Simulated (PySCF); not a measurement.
Molecule: Ge(H)3(OSiH3), SMILES [SiH3][O][GeH3] (H₆GeOSi). Atoms near the plane z = 0.8 Å, at the PBE0/def2-SVP optimised geometry (x, y, z in Å): Ge1 (-1.9, -0.7, 0.0), O2 (-0.1, -0.7, 0.0), H4 (-2.3, -1.4, 1.3), H5 (-2.4, 0.8, 0.0).

Computed with PBE0/def2-TZVP (PySCF 2.14.0). The values are rescaled to run from 0 to 1.

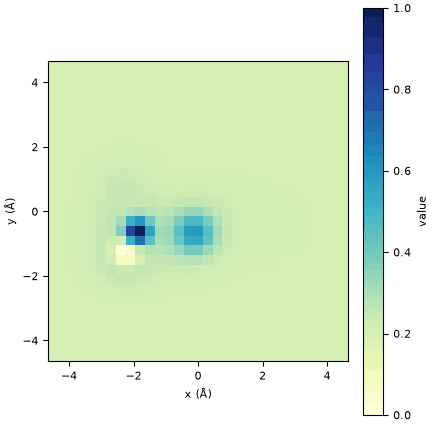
*a field on the plane z = 0.8 Å.*

### Question
Which quantity is mapped?
A) Laplacian of the electron density
B) electron localisation function
C) log10 of the electron density
D) an orbital amplitude

### Answer
A, Laplacian of the electron density. In full: Laplacian of the electron density (e/bohr⁵).
